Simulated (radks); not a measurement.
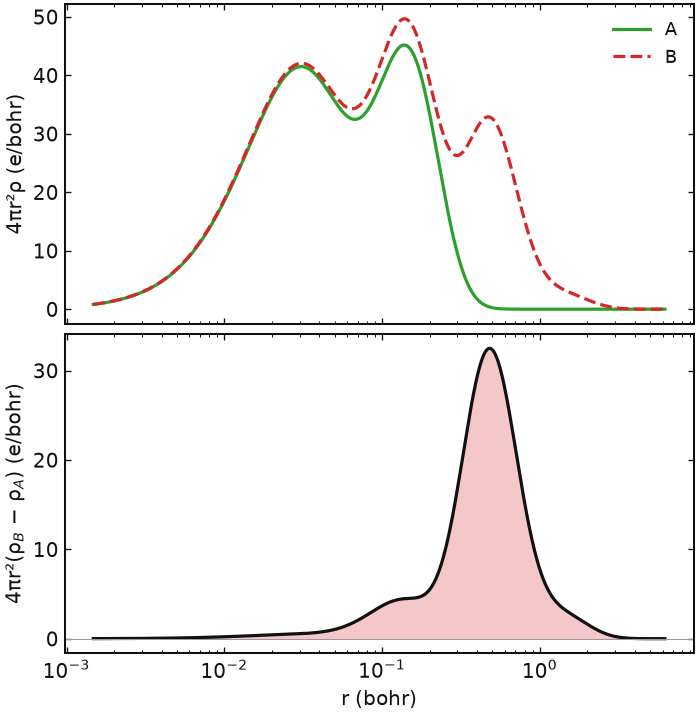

Two charge states of selenium were computed: Se²⁴⁺ in [Ne]; Se³⁺ in [Ar] 3d10 4s2 4p1 (high spin). Level of theory: scalar-relativistic Kohn-Sham, BLYP, spin-polarised, spherical densities, finite nucleus. Computed with the in-house radial solver radks.

The plot shows both radial densities and the radial density of run B less that of run A; on the logarithmic r axis, areas aren't charges.

**Which run is A and which is B? Where does the charge move?**

A is Se²⁴⁺ in [Ne]; B is Se³⁺ in [Ar] 3d10 4s2 4p1 (high spin). B holds 21 electrons more than A where the difference is positive (most at r = 0.48 bohr) and hardly less anywhere, a net change of +21. The energy of B less that of A is −10.10 keV.
